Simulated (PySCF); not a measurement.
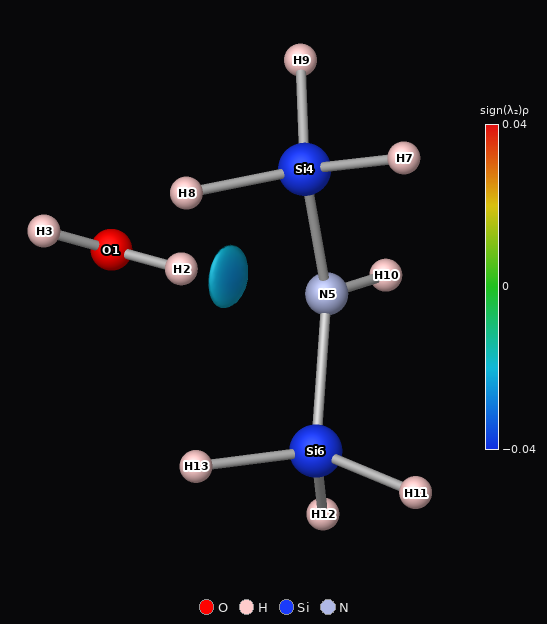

Figure 1: H9NOSi2, SMILES `O.[SiH3]N[SiH3]`. Non-covalent interaction surfaces between the fragments (reduced density gradient s = 0.4, coloured by sign(λ₂)ρ in a.u.; trimmed to the region between the fragments where ρ is under 0.06 a.u.). Fragment A: H2O (atoms 1–3); fragment B: Si2H7N.

Method: B3LYP/def2-SVPD; geometry: GFN2-xTB; program: PySCF.

Coordinates in Å:

```
O1       2.0815   -1.7516    0.0073
H2       1.3141   -1.1950    0.1885
H3       2.3737   -1.5267   -0.8775
Si4      0.5089    1.6074   -0.0946
N5      -0.2097    0.1463    0.5167
Si6     -1.5902   -0.7078   -0.1111
H7      -0.3392    2.7844    0.1184
H8       0.7006    1.3774   -1.5256
H9       1.7741    1.7429    0.6252
H10     -0.0811    0.0233    1.5098
H11     -2.8350    0.0473    0.0689
H12     -1.6337   -1.9651    0.6316
H13     -1.3184   -0.8939   -1.5344
```

**Which interactions hold the two fragments together?**

Bond critical points between the fragments: H2···N5, hydrogen bond, 2.06 Å, ρ = 0.024 a.u. It appears blue (attractive, sign(λ₂)ρ well below zero). The pose is a local one from a semi-empirical search, not shown to be the most stable.

**How strongly are they bound?**

The counterpoise-corrected interaction energy of the frozen fragments is −2.4 kcal/mol without dispersion correction and −4.7 kcal/mol with D3(BJ). The pair geometry is semi-empirical, not a minimum at this level.
